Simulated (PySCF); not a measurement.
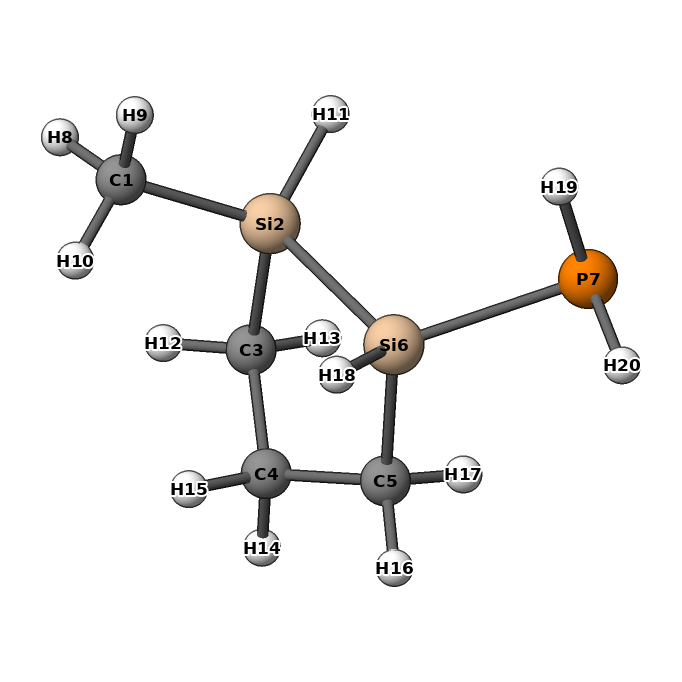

The questions are on isotropic NMR shieldings of the C atoms. The computed structure is the end point of a PBE0-D3(BJ)/def2-SVP optimisation. No frequency run is at hand to confirm it as a minimum. Level of theory: GIAO PBE0/pcSseg-1 NMR shielding, non-relativistic, IEF-PCM tetrahydrofuran (PySCF 2.14.0).

### Which C atom is the most shielded (lowest chemical shift)?

C1 (191.0 ppm).

### Which C atom is the least shielded (highest chemical shift)?

C4 (157.5 ppm).

### How wide is the range of C shifts?

33.5 ppm.

Give the isotropic NMR shieldings of the C atoms atom by atom.

```csv
atom,σ (ppm)
C1,191.0
C3,168.3
C4,157.5
C5,166.5
```
